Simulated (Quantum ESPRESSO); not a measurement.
## InNi2SbO6: spin-resolved density of states

Where do the states of the two spins of InNi2SbO6 lie?

Calculated with Quantum ESPRESSO 7.5; PBEsol; plane waves with GBRV 1.5 PBEsol potentials, no spin-orbit coupling.

### 1. The starting structure

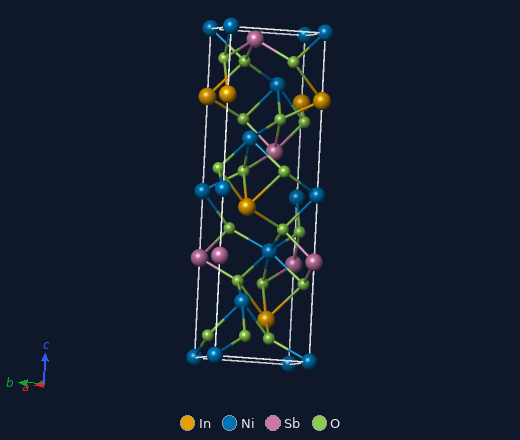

The starting structure, seen from a free direction (indium orange, nickel blue, antimony pink, oxygen green). This picture shows the conventional cell, with its axes. Bonds to atoms that aren't drawn are left out. Some periodic images of atoms are drawn too.

The cell comes from Materials Project 2023-11-01, a database of computed structures, and need not be the stable phase.

### 2. The magnetic state

This state came out lowest in a comparison of starts that is told elsewhere.

The input, pw.in:

```
&CONTROL
  calculation = 'scf'
  prefix = 'pwscf'
  outdir = './tmp'
  pseudo_dir = './pseudo'
  disk_io = 'low'
/
&SYSTEM
  ibrav = 0
  celldm(1) = 8
  nat = 10
  ntyp = 5
  ecutwfc = 40
  ecutrho = 280
  nbnd = 68
  occupations = 'smearing'
  smearing = 'fd'
  degauss = 0.00367493
  nspin = 2
  starting_magnetization(1) = 0
  starting_magnetization(2) = 0.1111
  starting_magnetization(3) = -0.1111
  starting_magnetization(4) = 0
  starting_magnetization(5) = 0
/
&ELECTRONS
  conv_thr = 2d-08
  electron_maxstep = 150
  mixing_beta = 0.3
/
ATOMIC_SPECIES
In    114.8180 in_pbesol_v1.4.uspp.F.UPF
Ni1    58.6934 ni_pbesol_v1.4.uspp.F.UPF
Ni2    58.6934 ni_pbesol_v1.4.uspp.F.UPF
Sb    121.7600 sb_pbesol_v1.4.uspp.F.UPF
O      15.9990 o_pbesol_v1.2.uspp.F.UPF
CELL_PARAMETERS alat
   0.6243546544384    0.3604713278128    1.1212377622045
  -0.6243546544384    0.3604713278128    1.1212377622045
   0.0000000000000   -0.7209426556257    1.1212377622045
ATOMIC_POSITIONS crystal
In      0.2056830000    0.2056830000    0.2056830000
Ni1     0.9983680000    0.9983680000    0.9983680000
Ni2     0.4931743300    0.4931743300    0.4931743300
Sb      0.6959510000    0.6959510000    0.6959510000
O       0.7864580000    0.0838620000    0.4128670000
O       0.0838620000    0.4128670000    0.7864580000
O       0.4128670000    0.7864580000    0.0838620000
O       0.3021400000    0.8828500000    0.6150450000
O       0.8828500000    0.6150450000    0.3021400000
O       0.6150450000    0.3021400000    0.8828500000
K_POINTS automatic
6 6 6 0 0 0
```

Command:

```
OMP_NUM_THREADS=1 mpirun -n 4 pw.x -nk 4 -in pw.in > pw.out
```

The program printed:

```text
Program PWSCF v.7.5 starts

     Message from routine setup:
     using ibrav=0 with symmetry is DISCOURAGED, use correct ibrav instead

     K-points division:     npool     =       4
     Subspace diagonalization in iterative solution of the eigenvalue problem:

     bravais-lattice index     =            0
     lattice parameter (alat)  =       8.0000  a.u.
     unit-cell volume          =     775.2129 (a.u.)^3
     number of atoms/cell      =           10
     number of atomic types    =            5
     number of electrons       =       100.00
     number of Kohn-Sham states=           68
     kinetic-energy cutoff     =      40.0000  Ry
     charge density cutoff     =     280.0000  Ry
     scf convergence threshold =      2.0E-08
     mixing beta               =       0.3000
     number of iterations used =            8  plain     mixing
     Exchange-correlation= SLA  PW   PSX  PSC
                           (   1   4  10   8   0   0   0)

     celldm(1)=   8.000000  celldm(2)=   0.000000  celldm(3)=   0.000000
     celldm(4)=   0.000000  celldm(5)=   0.000000  celldm(6)=   0.000000

     crystal axes: (cart. coord. in units of alat)
               a(1) = (   0.624355   0.360471   1.121238 )
               a(2) = (  -0.624355   0.360471   1.121238 )
               a(3) = (   0.000000  -0.720943   1.121238 )

     reciprocal axes: (cart. coord. in units 2 pi/alat)
               b(1) = (  0.800827  0.462358  0.297290 )
               b(2) = ( -0.800827  0.462358  0.297290 )
               b(3) = (  0.000000 -0.924715  0.297290 )

     PseudoPot. # 1 for In read from file:
     in_pbesol_v1.4.uspp.F.UPF
     Pseudo is Ultrasoft + core correction, Zval = 13.0

     PseudoPot. # 2 for Ni read from file:
     ni_pbesol_v1.4.uspp.F.UPF
     Pseudo is Ultrasoft + core correction, Zval = 18.0

     PseudoPot. # 3 for Ni read from file:
     ni_pbesol_v1.4.uspp.F.UPF
     Pseudo is Ultrasoft + core correction, Zval = 18.0

     PseudoPot. # 4 for Sb read from file:
     sb_pbesol_v1.4.uspp.F.UPF
     Pseudo is Ultrasoft + core correction, Zval = 15.0

     PseudoPot. # 5 for O  read from file:
     o_pbesol_v1.2.uspp.F.UPF
     Pseudo is Ultrasoft + core correction, Zval =  6.0

     atomic species   valence    mass     pseudopotential
     In               13.00   114.81800     In( 1.00)
     Ni1              18.00    58.69340     Ni( 1.00)
     Ni2              18.00    58.69340     Ni( 1.00)
     Sb               15.00   121.76000     Sb( 1.00)
     O                 6.00    15.99900     O ( 1.00)

     Starting magnetic structure
     atomic species   magnetization
     In              0.000
     Ni1             0.111
     Ni2            -0.111
     Sb              0.000
     O               0.000

      3 Sym. Ops. (no inversion) found

   Cartesian axes

     site n.     atom                  positions (alat units)
         1        In     tau(   1) = (  -0.0000000  -0.0000000   0.6918586  )
         2        Ni1    tau(   2) = (  -0.0000000  -0.0000000   3.3582237  )
         3        Ni2    tau(   3) = (  -0.0000000  -0.0000000   1.6588970  )
         4        Sb     tau(   4) = (   0.0000000  -0.0000000   2.3409796  )
         5        O      tau(   5) = (   0.4386691   0.0160720   1.4387577  )
         6        O      tau(   6) = (  -0.2054158  -0.3879346   1.4387577  )
         7        O      tau(   7) = (  -0.2332533   0.3718626   1.4387577  )
         8        O      tau(   8) = (  -0.3625690  -0.0162573   2.0182672  )
         9        O      tau(   9) = (   0.1672053   0.3221226   2.0182672  )
        10        O      tau(  10) = (   0.1953637  -0.3058653   2.0182672  )

     number of k points=    40  Fermi-Dirac smearing, width (Ry)=  0.0037
                       cart. coord. in units 2pi/alat
        k(    1) = (   0.0000000   0.0000000   0.0000000), wk =   0.0046296
        k(    2) = (   0.0000000  -0.1541192   0.0495484), wk =   0.0277778
        k(    3) = (   0.0000000  -0.3082384   0.0990968), wk =   0.0277778
        k(    4) = (   0.0000000   0.4623576  -0.1486452), wk =   0.0138889
        k(    5) = (  -0.1334711  -0.0770596   0.0990968), wk =   0.0277778
        [... 35 further k-points ...]

     Dense  grid:    61349 G-vectors     FFT dimensions: (  60,  60,  60)

     Smooth grid:    26491 G-vectors     FFT dimensions: (  45,  45,  45)

     Check: negative core charge=   -0.000007
     Generating pointlists ...
     new r_m :   0.2073 (alat units)  1.6584 (a.u.) for type    1
     new r_m :   0.1999 (alat units)  1.5992 (a.u.) for type    2
     new r_m :   0.2026 (alat units)  1.6205 (a.u.) for type    3
     new r_m :   0.1953 (alat units)  1.5627 (a.u.) for type    4
     new r_m :   0.1953 (alat units)  1.5627 (a.u.) for type    5

     Initial potential from superposition of free atoms

     starting charge      93.5000, renormalised to     100.0000
     Starting wfcs are   68 randomized atomic wfcs

     Self-consistent Calculation

     iteration #  1     ecut=    40.00 Ry     beta= 0.30
     Davidson diagonalization with overlap
     ethr =  1.00E-02,  avg # of iterations =  4.9

     total energy              =   -1164.59611298 Ry
     estimated scf accuracy    <      88.59633358 Ry

     total magnetization       =    -0.14 Bohr mag/cell
     absolute magnetization    =     2.06 Bohr mag/cell

     iteration #  2     ecut=    40.00 Ry     beta= 0.30
     Davidson diagonalization with overlap
     ethr =  1.00E-02,  avg # of iterations =  3.0

     total energy              =   -1197.52034704 Ry
     estimated scf accuracy    <      50.58875570 Ry

     total magnetization       =     0.00 Bohr mag/cell
     absolute magnetization    =     0.29 Bohr mag/cell

     [... further iterations left out ...]

     iteration # 18     ecut=    40.00 Ry     beta= 0.30
     Davidson diagonalization with overlap
     ethr =  4.17E-10,  avg # of iterations =  2.0

     total energy              =   -1197.28928620 Ry
     estimated scf accuracy    <       0.00000005 Ry

     total magnetization       =     0.00 Bohr mag/cell
     absolute magnetization    =     3.43 Bohr mag/cell

     iteration # 19     ecut=    40.00 Ry     beta= 0.30
     Davidson diagonalization with overlap
     ethr =  5.47E-11,  avg # of iterations =  1.8

     Magnetic moment per site  (integrated on atomic sphere of radius R)
     atom   1 (R=0.207)  charge=  9.3051  magn=  0.0015
     atom   2 (R=0.200)  charge= 15.5595  magn=  1.4235
     atom   3 (R=0.203)  charge= 15.6166  magn= -1.4370
     atom   4 (R=0.195)  charge= 10.1003  magn= -0.0013
     atom   5 (R=0.195)  charge=  5.4557  magn=  0.0088
     atom   6 (R=0.195)  charge=  5.4557  magn=  0.0088
     atom   7 (R=0.195)  charge=  5.4557  magn=  0.0088
     atom   8 (R=0.195)  charge=  5.4728  magn= -0.0055
     atom   9 (R=0.195)  charge=  5.4728  magn= -0.0055
     atom  10 (R=0.195)  charge=  5.4728  magn= -0.0055

     End of self-consistent calculation

     [... lines left out ...]
     the Fermi energy is    10.8762 ev

!    total energy              =   -1197.28928673 Ry
     estimated scf accuracy    <          5.5E-09 Ry
     smearing contrib. (-TS)   =      -0.00019121 Ry
     internal energy E=F+TS    =   -1197.28909552 Ry

     The total energy is F=E-TS. E is the sum of the following terms:
     one-electron contribution =    -673.05132082 Ry
     hartree contribution      =     400.09620283 Ry
     xc contribution           =    -194.74228877 Ry
     ewald contribution        =    -729.59168876 Ry

     total magnetization       =     0.00 Bohr mag/cell
     absolute magnetization    =     3.43 Bohr mag/cell

     convergence has been achieved in  19 iterations

=------------------------------------------------------------------------------=
   JOB DONE.
=------------------------------------------------------------------------------=
```

It took 3.3 min on 4 MPI ranks of Arm Neoverse V2, shared host; peak memory 0.96 GiB; 13 min of CPU time.

Spin moment in the atom's sphere by atom:

| atom | spin moment in the atom's sphere (μB) |
| --- | --- |
| In1 | 0.00 |
| Ni2 | 1.42 |
| Ni3 | -1.44 |
| Sb4 | 0.00 |
| O5 | 0.01 |
| O6 | 0.01 |
| O7 | 0.01 |
| O8 | -0.01 |
| O9 | -0.01 |
| O10 | -0.01 |

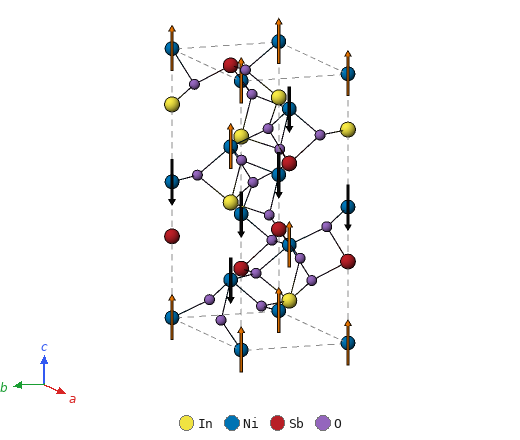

Spin moment in the atom's sphere as arrows, the longest 1.44 μB. Up and down stand for the sign. Arrows give size and sign along the axis of quantisation, drawn up and down the page. The two directions have two colours. Bonds to atoms that aren't drawn are left out. Some periodic images of atoms are drawn too.

Read from the output:

```yaml
smearing_term_ts: 0.002602 eV
magnetization: 0 μB
absolute_magnetization: 3.429 μB
final_state: antiferromagnetic
```

(Part 1 of 2 ends here.)

[Logs and program files are shortened in this print: banners, set-up blocks, solver, clock and traceback lines can be left out without a mark of their own.]

[Logs are printed without paths, hosts, clocks, repeated set-up lines and the standing remarks that a program may print on its own settings, such as how far it seeks lower states.]

[Hosts, paths, dates, database ids (printed as entryN), source tags and the programs' standing remarks are cut or masked in the printed files.]

[Where a cell is said to come from a database of computed structures, the database is the Materials Project.]
